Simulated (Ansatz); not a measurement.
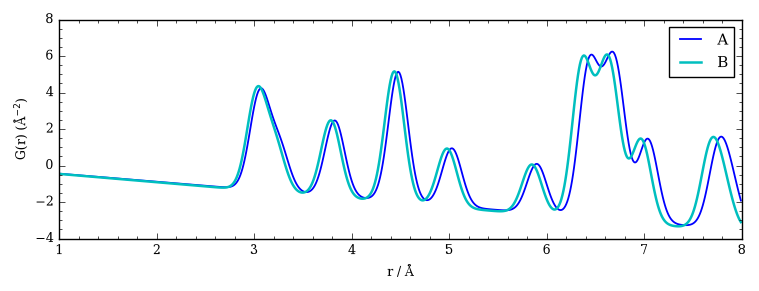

Simulated X-ray pair distribution function, G(r) = R(r)/r − 4πρ₀r, summed over the atomic distances of the structure with each pair weighted by the product of the atomic numbers (X-ray weights at Q = 0); every distance is a Gaussian of σ = 0.10 Å. There is no Q-range truncation. Both curves are of Sn in space group I4_1/amd, for two cells of different size. A: the input geometry of an electronic-structure calculation (not necessarily at equilibrium); B: the geometry relaxed at fixed volume with DFT r2SCAN, scalar-relativistic, plane waves, PAW (Ansatz 0.2.0).

Q: Which cell is the larger, and by how much?

A: Cell A is larger: the volume of B is 3.0 % below that of A (28.40 and 27.56 Å³ per atom), a mean linear change of -1.0 %. The shortest distance is 3.062 Å in A and 3.034 Å in B.

Q: Give both cells.

A: Cell A: a = 5.904 Å, b = 5.904 Å, c = 3.259 Å, α = 90.00°, β = 90.00°, γ = 90.00°
Cell B: a = 5.850 Å, b = 5.850 Å, c = 3.221 Å, α = 90.00°, β = 90.00°, γ = 90.00°
